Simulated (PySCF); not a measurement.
# [Eu(PH3)]3+: forces at shaken geometries

How stiff is [Eu(PH3)]3+? Its atoms are displaced at random by several amounts. The structure is generated, not taken from experiment.

The runs use PySCF 2.14.0; r2SCAN, Eu lcecp-1-SVP with ECP52, P def2-SVP, H def2-SVP; scalar-relativistic core potentials, no spin–orbit coupling.

4 further runs of the same task are left out: 2 for a known fault of the program, 1 that didn't finish, 1 set aside as unsound or not needed.

## 1. The starting structure

5 atoms, charge 3, spin multiplicity 1.

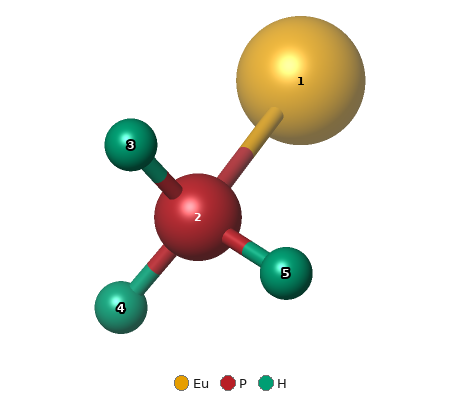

The structure; europium amber, phosphorus red, hydrogen teal; atoms are numbered from 1 in the order of the file.

As a file:

```
Eu    0.0000    0.0000   -0.4427
P     0.0000    0.0000    2.5120
H     1.3248    0.0000    3.0467
H    -0.6624    1.1473    3.0467
H    -0.6624   -1.1473    3.0467
```

Formal oxidation states: Eu +3. Each metal's 6 4f electrons lie in its core potential, so multiplicities, spins and levels count the valence alone. An earlier session relaxed this geometry at r2SCAN, Eu lcecp-1-SVP with ECP52, P def2-SVP, H def2-SVP (singlet, point group C3v).

Its energy there is -377.017797 Eh.

## 2. Atoms moved at random, σ = 0.1 Å

run.py (the lines that set the calculation) reads:

```python
mol = gto.M(atom='''
Eu    -0.09615     0.01401    -0.54642
P      0.11789    -0.14625     2.56343
H      1.41570     0.10710     2.96229
H     -0.69325     1.15967     3.10935
H     -0.74419    -1.13453     3.12081''',
    basis={'Eu': 'lcecp-1-SVP', 'P': 'def2-SVP', 'H': 'def2-SVP'},
    ecp={'Eu': 'lcecp-1-SVP'},
    charge=3, spin=0)
mf = dft.RKS(mol, xc='R2SCAN')
mf.grids.atom_grid = (50, 194)  # f atoms: unpruned, at least (60, 302)
mf = mf.density_fit()  # fitting sets: Eu AutoAux, P def2-universal-JKFIT, H def2-universal-JKFIT
mf.conv_tol = 1e-08; mf.max_cycle = 55
mf.kernel(dm0)  # dm0: the density of the relaxed state
```

The run is started by

```sh
$ OMP_NUM_THREADS=2 python run.py
```

## 3. Atoms moved at random, σ = 0.06 Å

run.py (the lines that set the calculation) reads:

```python
mol = gto.M(atom='''
Eu     0.00664    -0.04422    -0.41403
P     -0.04474    -0.03853     2.40455
H      1.37025     0.02626     3.02730
H     -0.67957     1.21579     3.14579
H     -0.65257    -1.15930     3.04585''',
    basis={'Eu': 'lcecp-1-SVP', 'P': 'def2-SVP', 'H': 'def2-SVP'},
    ecp={'Eu': 'lcecp-1-SVP'},
    charge=3, spin=0)
mf = dft.RKS(mol, xc='R2SCAN')
mf.grids.atom_grid = (50, 194)  # f atoms: unpruned, at least (60, 302)
mf = mf.density_fit()  # fitting sets: Eu AutoAux, P def2-universal-JKFIT, H def2-universal-JKFIT
mf.conv_tol = 1e-08; mf.max_cycle = 55
mf.kernel(dm0)  # dm0: the density of the relaxed state
```

## 4. Atoms moved at random, σ = 0.15 Å

run.py (the lines that set the calculation) reads:

```python
mol = gto.M(atom='''
Eu    -0.01138    -0.06763    -0.61172
P      0.13395    -0.02145     2.40604
H      1.12332    -0.21253     2.94338
H     -0.67459     1.25130     3.19477
H     -0.57130    -0.94969     3.27699''',
    basis={'Eu': 'lcecp-1-SVP', 'P': 'def2-SVP', 'H': 'def2-SVP'},
    ecp={'Eu': 'lcecp-1-SVP'},
    charge=3, spin=0)
mf = dft.RKS(mol, xc='R2SCAN')
mf.grids.atom_grid = (50, 194)  # f atoms: unpruned, at least (60, 302)
mf = mf.density_fit()  # fitting sets: Eu AutoAux, P def2-universal-JKFIT, H def2-universal-JKFIT
mf.conv_tol = 1e-08; mf.max_cycle = 55
mf.kernel(dm0)  # dm0: the density of the relaxed state
```

What does the calculation give? Wanted: for each run, σ; energy rise; harmonic estimate −½ F·u; largest force component.

As calculated:

| σ (Å) | energy rise (eV) | harmonic estimate −½ F·u (eV) | largest force component (eV/Å) |
| --- | --- | --- | --- |
| 0.1 | 0.588 | 0.522 | 3.00 |
| 0.06 | 0.378 | 0.351 | 2.56 |
| 0.15 | 2.256 | 2.369 | 12.67 |

Every displacement raises the energy. For a harmonic well the rise equals −½ F·u; the two differ by at most 11 % here (a move with σ = 0.1 Å), from anharmonicity, the grid and the small forces left at the relaxed point. These are double-zeta-type bases without diffuse functions. Spin–orbit coupling is left out.
